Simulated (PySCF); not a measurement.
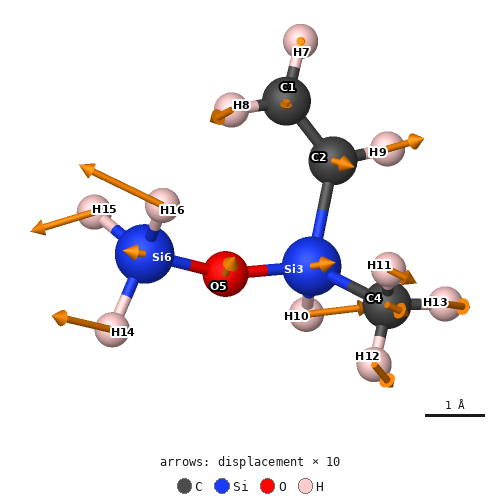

This is a relaxation of C₃H₁₀OSi₂. The starting structure is drawn; orange arrows show the displacements, magnified 10 times. The two geometries are superimposed by the best rigid fit.

A ball-and-stick model, seen at a tilt.

The start comes from GFN2-xTB.

All numbers below come from PBE0-D3(BJ)/def2-SVP geometry optimisation, gas phase (PySCF 2.14.0, density-fitted response routines). 

Which element moves most?

Answer. Hydrogen: up to 0.16 Å, against 0.06 Å for carbon.

What did the optimiser do to the structure, and how much energy did it gain?

Answer. Over 5 geometry steps the energy falls by 4.05 kcal/mol. The largest force component goes from 1 to 0.013 eV/Å. The atom that moves furthest after the best rigid fit is H16 (0.16 Å). Largest moves by element: H 0.16 Å, C 0.06 Å, O 0.06 Å, Si 0.05 Å. Near-neighbour distances that change, for instance: Si6–H16 1.464 → 1.495 Å, Si6–H14 1.461 → 1.492 Å, Si3–O5 1.625 → 1.656 Å, Si3–C4 1.899 → 1.868 Å. Among the angles between lasting bonds that change: O5–Si6–H14 105.1° → 109.5°, O5–Si3–H10 104.1° → 108.0°, H14–Si6–H15 112.4° → 109.0°. The run took roughly 80 core-seconds on a shared host.
